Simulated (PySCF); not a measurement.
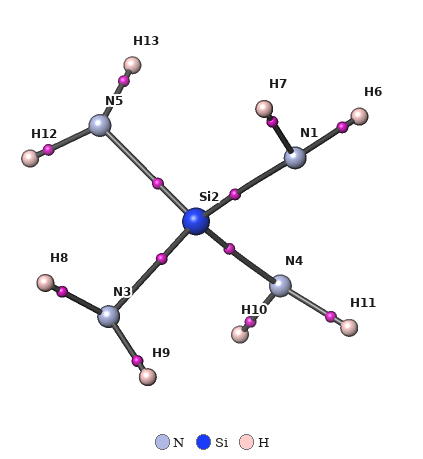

*H8N4Si, SMILES `N[Si](N)(N)N`. Molecular graph of the electron density (QTAIM): bond paths, bond critical points (magenta), ring points (cyan, if any); weak paths are dashed.*

PySCF calculation, PBE0/def2-TZVP, gas phase; geometry: GFN2-xTB. No frequency check shows the geometry to be a minimum.

Input

```python
import numpy as np
from pyscf import gto, scf, dft
from pyscf.scf import atom_ks, atom_hf
from scipy.linalg import block_diag

def solve(mol, dm0=None, hcore=None):
    mf = (dft.UKS if mol.spin else dft.RKS)(mol, xc='pbe0')
    mf.grids.level = 3
    mf = mf.density_fit(auxbasis='def2-universal-jkfit')
    mf.conv_tol, mf.max_cycle = 1e-8, 80
    if hcore is not None:
        mf.get_hcore = lambda *args: hcore
    mf.kernel(dm0)
    if not mf.converged:
        mf = mf.newton().run(mf.mo_coeff, mf.mo_occ, max_cycle=30)
    assert mf.converged, 'SCF not converged'
    return mf

mol = gto.M(atom='''
N     -1.08387     0.75980    -1.12176
Si     0.00019     0.00004     0.00013
N      1.08382    -1.12255    -0.75918
N     -1.08387    -0.75983     1.12166
N      1.08382     1.12251     0.75908
H     -1.87009     1.24816    -0.72519
H     -0.66237     1.33831    -1.83037
H      1.87016    -0.72722    -1.24835
H      0.66134    -1.83135    -1.33675
H     -0.66237    -1.33835     1.83027
H     -1.87009    -1.24820     0.72508
H      1.87016     0.72718     1.24825
H      0.66134     1.83132     1.33665
''', basis='def2-tzvp', charge=0, spin=0, verbose=4)
mf = solve(mol)
mf.analyze()
# spherically averaged free atoms, for the promolecule
atm = atom_ks.get_atm_nrks(mol, xc='pbe0')
pro = block_diag(*[(atm[a[0]][2] * atm[a[0]][3]) @ atm[a[0]][2].T for a in mol._atom])
np.savez('result.npz', e=mf.e_tot, c=mf.mo_coeff, occ=mf.mo_occ, eps=mf.mo_energy, pro=pro, dip=mf.dip_moment(verbose=0), s2=mf.spin_square()[0])
```

Command:

```sh
OMP_NUM_THREADS=1 python input.py
```

The run took 21 s on 1 thread of Intel(R) Xeon(R) Platinum 8259CL CPU @ 2.50GHz (Skylake/Cascade Lake) (shared host), peak memory 0.79 GiB.

Partitions, critical points and surface values were worked out afterwards from this run's density.

**How many critical points of each kind are there, and does the count close?**

13 nuclei, 12 bond, 0 ring and 0 cage critical points: 13 − 12 + 0 − 0 = 1, as the Poincaré–Hopf relation requires.

**Give the properties at the bond critical points.**

```
            bond  length (Å)  ρ (a.u.)  ∇²ρ (a.u.)     ε  H (a.u.)
 N1–H7 (4 alike)       1.007     0.338       −1.64  0.03    −0.474
 N1–H6 (4 alike)       1.007     0.337       −1.64  0.04    −0.474
Si2–N5 (4 alike)       1.735     0.132       +0.52  0.15    −0.063
```

**What kind of interaction is N1–H6?**

Shared-shell (covalent): ρ = 0.337, ∇²ρ = −1.64, H = −0.474 a.u.
